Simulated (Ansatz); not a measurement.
# (BP)2(AlN)2 [001] superlattice, started as zinc blende: phonons and vibrational spectra, part 2 of 2

Aim: the vibrations of (BP)2(AlN)2 [001] superlattice, started as zinc blende, their spectra, and whether the structure is stable.

Ansatz 0.2.0; DFT LDA, scalar-relativistic, plane waves, PAW.

So far: The starting structure; Rough relaxation; Bringing the structure to rest. The relaxed cell has a, b, c = 3.059, 3.167, 9.050 Å (conventional setting).

The structure was built from a prototype and need not be the compound's stable phase.

### 4. Tight relaxation

Phonons need a cell at rest on their own settings, so the relaxation is repeated with tight tolerances on forces and stress on the k mesh and occupations of the first response run.

File input.yaml:

```yaml
crystal:
  lattice:
    - [2.2394777999, 2.2394777999, 0.0]
    - [-2.1627692595, 2.1627692595, 0.0]
    - [0.0, 0.0, 9.0502371088]
  atoms:
    - { symbol: Al, position: [0.0, 0.0, 0.5391923704] }
    - { symbol: Al, position: [0.5, 0.5, 0.7711249065] }
    - { symbol: B, position: [0.0, 0.0, -0.0233895381] }
    - { symbol: B, position: [0.5, 0.5, 0.228307638] }
    - { symbol: "N", position: [0.5, 0.0, 0.6497964446] }
    - { symbol: "N", position: [0.0, 0.5, 0.8849733852] }
    - { symbol: P, position: [0.5, 0.0, 0.1016010873] }
    - { symbol: P, position: [0.0, 0.5, 0.348393706] }
kpoints:
  mp_grid: { grid: [12, 12, 4] }
hamiltonian:
  xc: lda
scf:
  occupations: { method: methfessel_paxton, width: 0.15 }
output:
  forces: true
  stress: true
  eigenvalues: true
relax:
  adjacent_minimum: "off"
  f_tol: 0.001
  max_steps: 60
  cell: { stress_tol: 0.01 }
```

On the command line:

```bash
ansatz run input.yaml --threads 8 --pin off --max-ram 14336MiB --backend cpu --events-out ev --progress --plain --runs-dir out
```

Numbers of over 12 decimals in the logs are rounded to 6 here.

Log:

```text
[...]
Crystal: 8 atoms, lattice volume = 87.669 Å³
Basis set: ecut = 420 eV, 1695 PW (Γ)
Bands: 24, of which v1, the nominal top of the filled ones, is band 16 counted from 1 (15 counted from 0)
Symmetry: 4 space group operations
[...]
k-points: 147 of 576 (time reversal used)
[...]
- [2.238115, 2.238115, 0]
    - [-2.170048, 2.170048, 0]
    - [0, 0, 9.035467]
  atoms:
    - { symbol: Al, position: [0, 0, 0.538457] }
    - { symbol: Al, position: [0.5, 0.5, 0.771046] }
    - { symbol: B, position: [0, 0, -0.023391] }
    - { symbol: B, position: [0.5, 0.5, 0.228456] }
    - { symbol: N, position: [0.5, 0, 0.649855] }
    - { symbol: N, position: [0, 0.500000, 0.884856] }
    - { symbol: P, position: [0.5, 0, 0.101851] }
    - { symbol: P, position: [0, 0.500000, 0.348870] }
[key lines of the parts left out:]
SCF converged after 7 iterations
Free energy (F): -3530.402349 eV
Fermi energy:    10.484599 eV
P = ⅓ Tr σ = 0.0035 GPa (0.035 kbar)
```

Run time: 26 s. Hardware: 8 threads of Arm Neoverse V2, shared host; peak memory 0.63 GiB.

Relaxation path:

```tsv
step	energy less that of the first step (eV)	largest force component (eV/Å)	pressure (GPa)	volume (Å³)
1	0.0000	0.1837	0.14	87.67
2	-0.0015	0.0655	0.08	87.73
3	-0.0017	0.0295	0.05	87.74
4	-0.0017	0.0165	0.04	87.75
5	-0.0016	0.0061	-0.01	87.77
6	-0.0016	0.0005	0.00	87.77
7*	-0.0019	0.0005	0.00	87.77
```

Relaxation steps marked * repeat the geometry before them on a plane-wave basis chosen anew for their cell, so energy and pressure can jump there.

The run keeps the 4 symmetry operations that it works with, so distortions that break them were not tested.

```tsv
cell as run	before	after	change
a (Å)	3.167	3.165	-0.1 %
b (Å)	3.059	3.069	+0.3 %
c (Å)	9.050	9.035	-0.2 %
volume (Å³/atom)	10.96	10.97	+0.1 %
```

Numbers from this step:

```yaml
pressure: 0.003488 GPa
volume_per_atom: 10.97 Å³
```

The largest force component left is 0.48 meV/Å and the pressure is 0.003 GPa, within the tolerances set. The cell now holds 10.97 Å³/atom.

### 5. Modes at Γ

The zone centre is the only wavevector solved here; it holds the modes that light can see, as far as symmetry allows. No field response is asked, since the mesh shows no gap.

File input.yaml:

```yaml
crystal:
  lattice:
    - [2.2381147998, 2.2381147998, 0.0]
    - [-2.1700482452, 2.1700482452, 0.0]
    - [0.0, 0.0, 9.0354674816]
  atoms:
    - { symbol: Al, position: [0.0, 0.0, 0.5384568651] }
    - { symbol: Al, position: [0.5, 0.5, 0.771045558] }
    - { symbol: B, position: [0.0, 0.0, -0.0233913262] }
    - { symbol: B, position: [0.5, 0.5, 0.2284562538] }
    - { symbol: "N", position: [0.5, 0.0, 0.6498554086] }
    - { symbol: "N", position: [0.0, 0.5, 0.8848558858] }
    - { symbol: P, position: [0.5, 0.0, 0.1018511609] }
    - { symbol: P, position: [0.0, 0.5, 0.3488701939] }
kpoints:
  mp_grid: { grid: [12, 12, 4] }
hamiltonian:
  xc: lda
scf:
  occupations: { method: methfessel_paxton, width: 0.15 }
output:
  eigenvalues: true
phonons:
  method: dfpt
```

Log:

```text
zone centre: on kpoints.mp_grid the ground state, and the responses unless they are solved on pairs of k-points, stand on 222 of the mesh's 576 k-points, reduced under 2 symmetry operations, with k and −k counted as one. Each operation leaves every solved displacement unchanged or reverses it
[...]
Crystal: 8 atoms, lattice volume = 87.767 Å³
Basis set: ecut = 420 eV, 1699 PW (Γ), exchange–correlation on 48×48×128 points (8 copies of the dense FFT grid, shifted against one another)
Bands: 24, of which v1, the nominal top of the filled ones, is band 16 counted from 1 (15 counted from 0)
Symmetry: 4 space group operations
k-points: 222 of 576 (irreducible under 2 space group operations, time reversal used)
[...]
SCF iter   1: F=—  HF=-3530.428966 eV  |F-HF|=—  |Δ(HF+E_count)|=         —  Δρ=8.93e-3  dr2=1.14e-1  ethr=1.77e-3  ⟨swp⟩=7.0  Hψ=32293  notcnv=0
[...]
SCF iter  13: F=-3530.402350 eV  HF=-3530.402350 eV  |F-HF|=1.36e-12  |Δ(HF+E_count)|=  3.18e-12  S|Δr|=    0.00e0  Δρ=2.74e-8  dr2=1.10e-12  ethr=1.00e-12  ⟨swp⟩=11.7  Hψ=28197  notcnv=0
SCF 1 converged in 13 iterations: F = -3530.402350 eV  dr2 = 1.10e-12
[...]
DFPT response loops at Γ: preconditioner auto → Kerker (q_TF=auto, 2.306 Å⁻¹) (partly filled bands, converged f_vac=0.000); β = 1.00, the filter's whole step (`scf.mixing.beta` (0.50) is not read by the response loops under this deck's `scf.mixing.preconditioner`; to damp them name `kerker` or `kerker_dos`, under which they read `scf.mixing.beta`, and type it under 1.00, their step now; both keys bind the ground state too); Broyden in place of MSR1
SCF converged after 13 iterations
[...]
Free energy (F): -3530.402350 eV
[...]
Internal energy: -3530.404018 eV  (E = F + TS)
E sigma→0 (E₀):  -3530.402767 eV
Entropy (-TS):   0.001668 eV (0.209 meV/atom)
Fermi energy:    10.484599 eV
[...]
--- Band table (eV; the first three rows and the last of 222) ---
  k-point 0: bands = [... 12 lower, 6.8319, 8.0309, 8.8400, 9.8904, 10.5869, 10.6948, 11.7401, 12.0827, ... 4 higher]
  k-point 1: bands = [... 12 lower, 6.8582, 7.6134, 8.8014, 9.9025, 10.6606, 10.7487, 11.7070, 12.0966, ... 4 higher]
  k-point 2: bands = [... 12 lower, 6.8839, 6.9395, 8.7625, 9.9246, 10.6268, 10.8757, 11.6740, 12.1101, ... 4 higher]
  k-point 221: bands = [... 12 lower, 4.5714, 4.5758, 4.8630, 4.9138, 10.4532, 11.4867, 11.9900, 12.4445, ... 4 higher]
--- Phonons (Γ-DFPT): 16 representative perturbations + reference, on 222 of 576 k-points (Σ response iterations 48) ---
  k mesh reduced under 2 symmetry operations, with k and −k counted as one. Each operation leaves every solved displacement unchanged or reverses it
  ASR residual: 3.062e-5 → 0.000e0 eV/Å²; symmetrization residual: 1.077e-6 eV/Å²
  ASR residual per site (eV/Å²): 2.79e-6 2.79e-6 5.95e-6 5.20e-6 1.06e-5 3.06e-5 3.31e-6 1.39e-5
  Γ frequencies (cm⁻¹): -79.44 0.00 0.00 0.00 186.62 191.84 239.76 245.00 296.67 337.91 354.39 382.05 394.49 538.96 626.56 643.72 681.89 696.39 703.59 773.91 779.84 807.80 826.69 834.77
  non-analytic LO–TO correction: not included (Born effective charges unavailable; polar crystals: no LO–TO splitting at Γ)
```

Elapsed: 77 s, on 8 threads; peak memory 1.9 GiB; 9.1 min of CPU time.

Reading the cycles: dr2 is the Hartree energy of the density residual (eV), the measure of convergence; HF is the Harris–Foulkes estimate of the energy, which meets the free energy F at convergence.

Numbers from this step:

```
sum-rule residual before enforcement                    : 3.06e-5 eV/Å²
point group                                             : mm2
highest optical mode at the zone centre (no LO-TO term) : 834.8 cm⁻¹
lowest optical zone-centre mode                         : -79.44 cm⁻¹
```

Patterns of degenerate modes are one choice out of their space. The modes at Γ (shares of kinetic energy by element, %) (negative means imaginary):

```tsv
mode	frequency (cm⁻¹)	symmetry	Al %	B %	N %	P %
1	-79.4	B1	5	63	30	2
2	0.0	acoustic	33	13	17	37
3	0.0	acoustic	33	13	17	37
4	0.0	acoustic	33	13	17	37
5	186.6	B2	36	12	13	39
6	191.8	B1	33	7	9	50
7	239.8	B2	24	16	10	50
8	245.0	B1	33	17	17	32
9	296.7	B2	51	5	15	29
10	337.9	A1	43	8	14	36
11	354.4	A1	36	12	16	37
12	382.1	B1	7	25	52	16
13	394.5	B1	59	2	4	35
14	539.0	A1	42	1	4	53
15	626.6	A1	22	16	48	14
16	643.7	B1	30	0	70	0
17	681.9	B2	26	13	54	7
18	696.4	B2	28	1	71	0
19	703.6	A1	24	3	72	1
20	773.9	B2	1	73	6	20
21	779.8	B1	0	73	1	27
22	807.8	A1	0	82	0	18
23	826.7	B2	2	69	12	17
24	834.8	A1	1	66	30	4
```

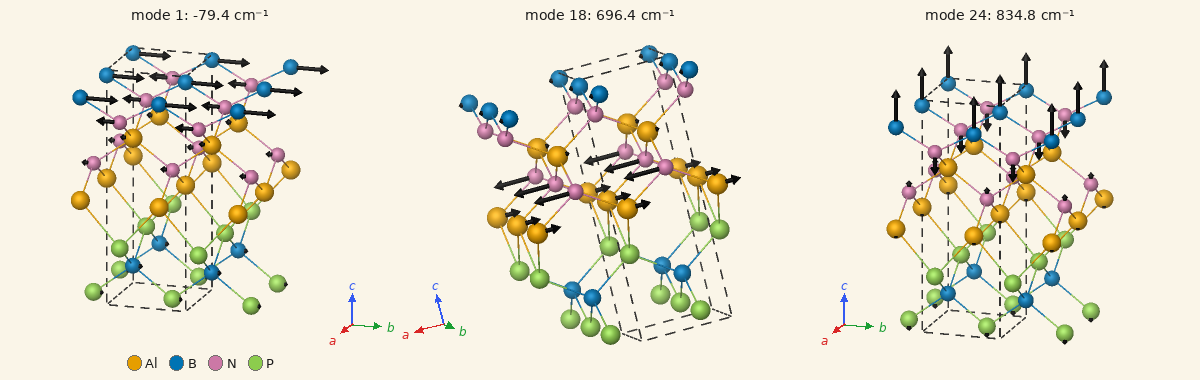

Displacement patterns of modes 1, 18 and 24 at Γ; arrows are exaggerated. 2×2×1 cells are drawn. Some periodic images of atoms are drawn too.

Before it was imposed, the acoustic sum rule was missed by 3.1e-5 eV/Å². Small misses are needed for a sound result but don't prove that mesh and cutoff are converged. The lowest optical mode is imaginary, 79.4i cm⁻¹, so the energy falls along it.

### 6. Another isotope, element B, natural mass 10.81 amu

An isotope changes the mass and not the force constants, so no new electronic calculation is needed; the shifts show which modes move this element.

The same force constants with the mass of B changed from 10.810 to 10.013 u (phonopy, no LO-TO term). Both lists are sorted by frequency; levels can cross, so a row need not hold one and the same mode. Modes under 3 cm⁻¹ are left out. Isotope shifts, by row:

```tsv
q	rank	natural mass (cm⁻¹)	changed mass (cm⁻¹)
0 0 0	1	-79.44	-81.36
0 0 0	5	186.6	187.4
0 0 0	6	191.8	192.4
0 0 0	7	239.8	241.2
0 0 0	8	245	246.6
0 0 0	9	296.7	297.2
0 0 0	10	337.9	338.9
0 0 0	11	354.4	355.9
0 0 0	12	382.1	385.7
0 0 0	13	394.5	394.9
0 0 0	14	539	539.1
0 0 0	15	626.6	630
0 0 0	16	643.7	643.8
0 0 0	17	681.9	684.8
0 0 0	18	696.4	696.6
0 0 0	19	703.6	704.4
0 0 0	20	773.9	796.1
0 0 0	21	779.8	802.2
0 0 0	22	807.8	833.8
0 0 0	23	826.7	849.3
0 0 0	24	834.8	856.7
```

A mode of this element alone would shift by +3.90 %. The highest zone-centre frequency without the field goes from 834.8 to 856.7 cm⁻¹ (+2.6 %).

### 7. Isotope substitution, element N, natural mass 14.007 amu

The same for N, from 14.01 to 15.00 u.

A mode of this element alone would shift by -3.37 %. The highest zone-centre frequency without the field goes from 834.8 to 826.9 cm⁻¹ (-0.9 %).

### 8. Results

| Quantity | Value |
| --- | --- |
| space group after relaxation (within 0.01 Å) | Pmm2 |
| volume per atom | 11.0 Å³ |
| electronic character | no gap on this mesh |
| highest optical mode at the zone centre (no LO-TO term) | 835 cm⁻¹ |
| lowest optical zone-centre mode | -79.4 cm⁻¹ |
| imaginary modes at Γ (the only wavevector solved) | yes |

In words: A zone-centre mode is imaginary (79.4i cm⁻¹), so this structure is not a minimum of the energy. The optical modes at Γ span -79 to 835 cm⁻¹ (negative means imaginary). No dispersion was computed. The highest mode in this list at Γ, 834.8 cm⁻¹, has its largest share on B (66 % of the kinetic energy). With no gap, or one that is small against the smearing, the frequencies hang on the k mesh and the smearing, most of all near Kohn anomalies. The starting cell was built on a prototype and not taken from a measurement, so the phase need not exist. These are harmonic frequencies at zero temperature: anharmonic shifts, linewidths and thermal expansion are left out.

[Logs are printed without paths, hosts, clocks, repeated set-up lines and the standing remarks that a program may print on its own settings, such as how far it seeks lower states.]

[Hosts, paths, dates, database ids (printed as entryN), source tags and the programs' standing remarks are cut or masked in the printed files.]
